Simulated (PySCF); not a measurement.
Atomic calculation for Ru

Ru, configuration 1s2 2s2 2p6 3s2 3p6 3d10 4s2 4p6 4d7 5p1, multiplicity 5. Computed at this level: unrestricted LDA, x2c-TZVPPall plus 1 even-tempered diffuse shell per l, spin-free X2C-1e, Gaussian nucleus (PySCF).

**Log (extracts)**
```
damping factor = 0
level_shift factor = 0
DIIS = <class 'pyscf.scf.diis.CDIIS'>
diis_start_cycle = 1
diis_space = 10
diis_damp = 0
SCF conv_tol = 1e-09
SCF conv_tol_grad = None
number electrons alpha = 24  beta = 20
XC functionals = LDA,VWN
    P. A. M. Dirac.,  Math. Proc. Cambridge Philos. Soc. 26, 376 (1930)
    F. Bloch.,  Z. Phys. 57, 545 (1929)
    S. H. Vosko, L. Wilk, and M. Nusair.,  Can. J. Phys. 58, 1200 (1980)
cycle= 1 E= -4525.14010389843  delta_E= -0.027  |g|= 0.122  |ddm|= 0.352
cycle= 2 E= -4525.13710960463  delta_E= 0.00299  |g|= 0.147  |ddm|= 0.18
cycle= 3 E= -4525.14212810804  delta_E= -0.00502  |g|= 0.0279  |ddm|= 0.13
cycle= 4 E= -4525.14234442175  delta_E= -0.000216  |g|= 0.00468  |ddm|= 0.0164
cycle= 5 E= -4525.14235026518  delta_E= -5.84e-06  |g|= 0.00202  |ddm|= 0.00438
cycle= 6 E= -4525.14235105594  delta_E= -7.91e-07  |g|= 0.00137  |ddm|= 0.00363
cycle= 7 E= -4525.1423517513  delta_E= -6.95e-07  |g|= 0.000401  |ddm|= 0.00181
cycle= 8 E= -4525.14235181185  delta_E= -6.06e-08  |g|= 9.57e-05  |ddm|= 0.000592
cycle= 9 E= -4525.14235181811  delta_E= -6.26e-09  |g|= 3.19e-05  |ddm|= 0.000287
cycle= 10 E= -4525.14235181935  delta_E= -1.24e-09  |g|= 3.66e-06  |ddm|= 0.000219
cycle= 11 E= -4525.14235181936  delta_E= -9.09e-12  |g|= 2.31e-07  |ddm|= 2.54e-05
converged SCF energy = -4525.14235181936  <S^2> = 6.0025378  2S+1 = 5.001015
```

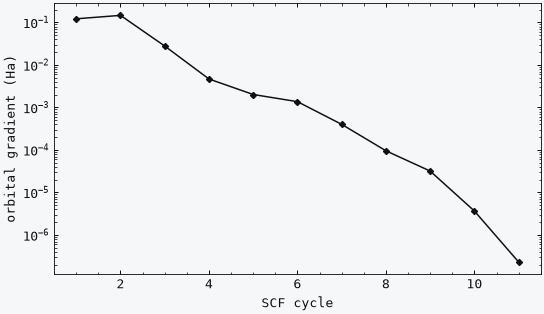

Fig. 1: Convergence: orbital gradient against the SCF cycle. The residual falls almost steadily, with no more than small rises or pauses. It goes from 0.12 to 2.3×10⁻⁷ in 11 steps.

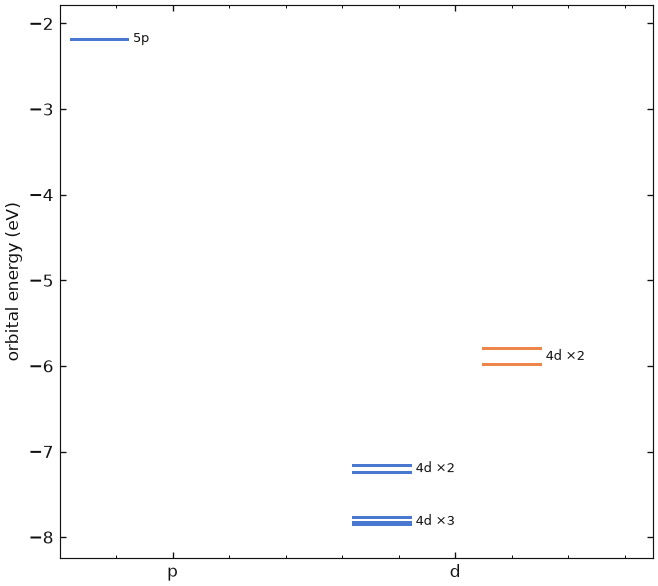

Fig. 2: Orbital energies of the mean field, from the top down to −7.85 eV, by angular momentum, α spin at the left of each column and β at the right; ×n counts the orbitals under one label. Empty levels that the record names by l alone aren't drawn. The highest filled orbital is 5p α at −2.18 eV, the lowest empty one s α at −5.91 eV.

**The input**
```python
from pyscf import gto, scf, dft, mp, cc
import basis_set_exchange as bse
mol = gto.M(atom="Ru 0 0 0", charge=0, spin=4, symmetry="D2h",
            basis=gto.basis.parse(bse.get_basis("x2c-TZVPPall", elements=["Ru"], fmt="nwchem", augment_diffuse=1)),
            nucmod="G")
mf = dft.UKS(mol, xc="LDA,VWN").sfx2c1e()
mf.irrep_nelec = {'Ag': (8, 7), 'B1g': (2, 2), 'B2g': (2, 1), 'B3g': (2, 1), 'B1u': (3, 3), 'B2u': (4, 3), 'B3u': (3, 3)}
mf.kernel()
```

The script is an equivalent of what the driver set up; the driver started from orbitals of its own, so the log can be shorter than this script's would be, and it computed the properties (radii, ⟨L²⟩, response) afterwards. It held the occupations shell by shell, which the script's counts by irreducible representation don't always enforce.

**Results in brief**

- outcome: converged
- total energy: −4525.1424 hartree
- ⟨S²⟩: 6.003
- ⟨L²⟩: 13.73
- SCF iterations: 11
- hardware: 1 CPU thread, shared host
- CPU time: 3.9 s (integrals apart)

**Notes**

The driver held the occupations shell by shell, and empty s levels lie below the filled 5p. This is not the ground configuration of the species. ⟨L²⟩ departs from that of the intended term, so the determinant mixes terms.
